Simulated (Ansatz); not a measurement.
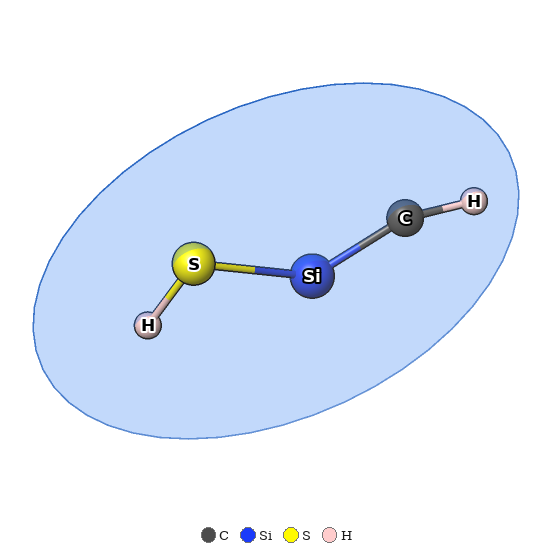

All proper rotation axes (lines) and mirror planes (discs) of the structure are drawn in. Atoms fade into the background with distance from the viewer. The computed structure is the end point of a PBE0-D4/def2-TZVP optimisation. No frequency run is at hand to confirm it as a minimum.

Q: Name the symmetry elements and the point group.

A: It has 1 mirror plane. Point group Cs. The group has 2 operations. The geometry is achiral, and symmetry allows a dipole moment.
